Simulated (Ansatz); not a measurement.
NaF (rock salt): frozen-phonon scan

NaF (rock salt)

```
CELL_PARAMETERS angstrom
      0.00000     4.59450     4.59450
      2.29725     2.29725     4.59450
      2.29725     2.29725     0.00000
ATOMIC_POSITIONS crystal
  F  0.00000 0.00000 0.00000
  F  0.50000 0.00000 0.00000
  Na 0.00000 0.50000 0.50000
  Na 0.50000 0.50000 0.50000
```

A phonon eigenvector at X = (0.5, 0.5, 0.0) is frozen into this cell: atom i moves by Q times the vector below, so Q is the largest atomic displacement, in Å. The cell is held. It is one choice among 2 degenerate patterns. (q is in reciprocal vectors of the primitive cell; the cell shown is doubled to hold the pattern.)

```tsv
atom	x	y	z
F1	0.000	-1.000	0.000
F2	0.000	1.000	0.000
Na3	0.000	-0.752	0.000
Na4	0.000	0.752	0.000
```

All values below come from r2SCAN (plane waves to 500 eV, PAW, scalar-relativistic; Ansatz, a first-principles code). k mesh 12×12×12 (Γ-centred), Fermi-Dirac smearing 0.05 eV. E stands for the smeared free energy. NaF was relaxed with its symmetry unable to fall. The zero of ΔE is the undisplaced structure.

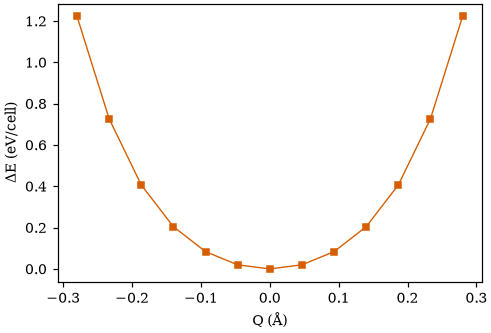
Figure. ΔE (eV/cell) against Q (Å); markers are the computed points, lines only join them.

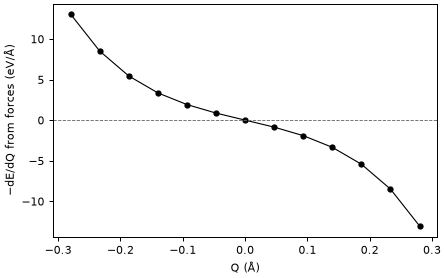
−dE/dQ from forces (eV/Å) against Q (Å); markers are the computed points, lines only join them.

The energy at Q = 0.280 Å is 1223 meV/cell. Space group of the distorted cell: Cmcm (No. 63), lowered from Fm-3m. Harmonic wavenumber from the curvature (finite differences): 276 cm⁻¹. Shape of the curve: a single well with its minimum at or next to zero displacement. Wavenumber by perturbation theory (DFPT, on another k mesh): 276 cm⁻¹.

E″ = 17.91 eV/Å², M = Σ mᵢ|uᵢ|² = 64.0 u, ν̃ = 521.5·√(|E″|/M).

(A displaced cell: forces are minus the slopes of the energy, force constants its curvatures, and phonons follow from these.)
